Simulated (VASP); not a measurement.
# In: convergence with the SCF threshold and plane-wave cutoff, part 3 of 3

A convergence test on In: the SCF threshold and plane-wave cutoff. The series runs use PBE. The start is a cell from a database of measured crystal structures.

VASP 6.6.1; PBE; plane waves and PAW (In_d).

Still holding for the runs below: This run has no spin polarisation. Its electron count is odd, so without a moment it is a metal by construction. The k-mesh is coarse for a metal.

So far. Step 14 (Plane-wave cutoff: ENCUT = 310): Against the run before the energy moves by +0.03 meV an atom and the pressure by -0.41 GPa, after 10 cycles in 6.8 s.

## 15. Plane-wave cutoff: ENCUT = 380 (continued)

Parts of OUTCAR (step 15):

```text
  Total        0.4494809      0.4494809     -0.0139535      0.0000000      0.0000000      0.0000000
  in kB       27.5458974     27.5458974     -0.8551207      0.0000000      0.0000000      0.0000000
  external PRESSURE =      18.0788914 kB  Pullay stress =       0.0000000 kB

 POSITION                                       TOTAL-FORCE (eV/Angst)
 -----------------------------------------------------------------------------------
      0.00000      0.00000      0.00000         0.000000     -0.000000      0.000000
 -----------------------------------------------------------------------------------
    total drift:                               -0.000000      0.000000     -0.000000

  FREE ENERGIE OF THE ION-ELECTRON SYSTEM (eV)
  ---------------------------------------------------
  free  energy   TOTEN  =        -2.5579439417 eV

  energy  without entropy=       -2.5546127731  energy(sigma->0) =       -2.55627836

[... 1 part as in an earlier step ...]

[... 2 further parts left out ...]
[key lines of the parts left out:]
E-fermi :   7.5090
```

Against the run before the energy moves by +0.33 meV an atom and the pressure by +0.40 GPa, after 10 cycles in 6.6 s.

## 16. Plane-wave cutoff: ENCUT = 480

INCAR

```
SYSTEM = In
PREC = Accurate
ENCUT = 480
EDIFF = 1E-06
NELM = 100
ISMEAR = -1
SIGMA = 0.05
LREAL = .FALSE.
ALGO = Normal
GGA = PE
NBANDS = 12
LORBIT = 11
LWAVE = .FALSE.
LCHARG = .FALSE.
KPAR = 2
ISIF = 2
```

POSCAR

```
In
1.0
   -1.6254700000      1.6254700000      2.4737000000
    1.6254700000     -1.6254700000      2.4737000000
    1.6254700000      1.6254700000     -2.4737000000
In
1
Direct
    0.0000000000      0.0000000000      0.0000000000
```

KPOINTS

```
Automatic mesh
0
Gamma
10 10 10
0 0 0
```

Potentials, in the order of the species: In_d (PBE family, release 64).

On the command line:

```
$ mpirun -np 2 vasp_std
```

What it wrote:

```text
[... set-up lines as in an earlier step ...]
 entering main loop
       N       E                     dE             d eps       ncg     rms          rms(c)
DAV:   1     0.764788244893E+02    0.76479E+02   -0.59552E+03  2508   0.131E+03
DAV:   2     0.109736618220E+01   -0.75381E+02   -0.73472E+02  2572   0.288E+02
DAV:   3    -0.249910798749E+01   -0.35965E+01   -0.35818E+01  2916   0.631E+01
DAV:   4    -0.258243220533E+01   -0.83324E-01   -0.83300E-01  3188   0.947E+00
[...]
DAV:   8    -0.255843308461E+01    0.26787E-03   -0.91499E-04  3380   0.502E-01    0.332E-02
DAV:   9    -0.255843959099E+01   -0.65064E-05   -0.13201E-05  3432   0.486E-02    0.155E-02
DAV:  10    -0.255844037546E+01   -0.78447E-06   -0.13126E-06  2756   0.123E-02
   1 F= -.25584404E+01 E0= -.25567748E+01  d E =-.333115E-02
```

Elapsed: 7 s, on 2 MPI ranks of Intel Xeon Platinum 8175M at 2.50GHz (Skylake/Cascade Lake), shared host; peak memory 0.28 GiB.

OUTCAR, selected parts (step 16):

```text
  Total        0.4788217      0.4788217      0.0154464      0.0000000      0.0000000      0.0000000
  in kB       29.3440132     29.3440132      0.9466142      0.0000000      0.0000000      0.0000000
  external PRESSURE =      19.8782135 kB  Pullay stress =       0.0000000 kB

 POSITION                                       TOTAL-FORCE (eV/Angst)
 -----------------------------------------------------------------------------------
      0.00000      0.00000      0.00000         0.000000     -0.000000      0.000000
 -----------------------------------------------------------------------------------
    total drift:                                0.000000      0.000000      0.000000

  FREE ENERGIE OF THE ION-ELECTRON SYSTEM (eV)
  ---------------------------------------------------
  free  energy   TOTEN  =        -2.5584403755 eV

  energy  without entropy=       -2.5551092271  energy(sigma->0) =       -2.55677480

[... 1 part as in an earlier step ...]

[... 2 further parts left out ...]
[key lines of the parts left out:]
E-fermi :   7.5090
```

Against the run before the energy moves by -0.50 meV an atom and the pressure by +0.18 GPa, after 10 cycles in 7 s.

## 17. The plane-wave cutoff series as a table

This step: convergence of PBE results with the cutoff; plane waves and PAW (VASP 6.6.1).

This step runs nothing: it gathers the runs above.

Differences are taken from the run with ENCUT = 480. Results of the series, by row:

```tsv
setting	status	energy less the reference (meV/atom)	pressure (GPa)	SCF cycles	wall time (s)
ENCUT = 140	converged	7884	-440.1	11	2.8
ENCUT = 180	converged	465.2	-60.83	11	3
ENCUT = 220	converged	19.05	-3.724	10	3
ENCUT = 240	converged	1.047	1.085	10	5.8
ENCUT = 280	converged	0.1314	1.815	10	5.8
ENCUT = 310	converged	0.1632	1.408	10	6.8
ENCUT = 380	converged	0.4964	1.808	10	6.6
ENCUT = 480	converged	0	1.988	10	7
```

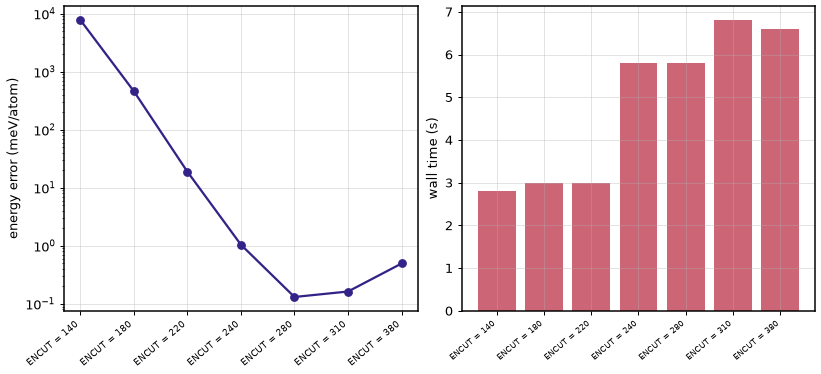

The energy error in size, against the reference run (errors under 0.01 are drawn at 0.01), and the wall time by setting.

## 18. Summary of results

| Item | Value |
| --- | --- |
| SCF threshold from which the energy stays within 10 meV/atom of the reference | EDIFF = 0.01 |
| SCF threshold from which the energy stays within 1 meV/atom of the reference | EDIFF = 0.01 |
| SCF threshold from which the pressure stays within 0.2 GPa of the reference | EDIFF = 1E-04 |
| spread of the pressure over the SCF threshold | 4.54 GPa |
| spread of the energy over the SCF threshold | 0.172 meV/atom |
| plane-wave cutoff from which the energy stays within 10 meV/atom of the reference | ENCUT = 240 |
| plane-wave cutoff from which the energy stays within 1 meV/atom of the reference | ENCUT = 280 |
| plane-wave cutoff from which the pressure stays within 0.2 GPa of the reference | ENCUT = 380 |
| spread of the pressure over the plane-wave cutoff | 442 GPa |
| spread of the energy over the plane-wave cutoff | 7884 meV/atom |

From EDIFF = 0.01 on, the energy stays within 1 meV an atom of the reference, at 65 % of its time. The pressure holds within 0.2 GPa from EDIFF = 1E-04 on. The loosest stop saves 4 of 11 cycles and costs -0.1 meV an atom, +3.86 GPa. From ENCUT = 280 on, the energy stays within 1 meV an atom of the reference, at 83 % of its time. The pressure holds within 0.2 GPa from ENCUT = 380 on. These cutoffs are 0.6 to 2 times the default of the data sets, about 240 eV; at the default the run is off by +1.0 meV an atom, -0.90 GPa, and at 1.3 times by +0.2 meV an atom, -0.58 GPa. Energy differences between like cells converge faster than these totals. Differences are taken from the run with ENCUT = 480, which is itself not the exact limit. Forces vanish by symmetry in this cell, so the series can't test them. The runs at ENCUT = 140; ENCUT = 180; ENCUT = 220 are over 30 meV an atom or 2 GPa off and describe the material poorly.

[Lines on the potential files, build, host, timing and source positions are cut from VASP's logs without a mark.]

[Logs are printed without paths, hosts, clocks, repeated set-up lines and the standing remarks that a program may print on its own settings, such as how far it seeks lower states.]

[Hosts, paths, dates, database ids (printed as entryN), source tags and the programs' standing remarks are cut or masked in the printed files.]

[A measured line is paired with the nearest computed mode of its activity, which favours agreement.]
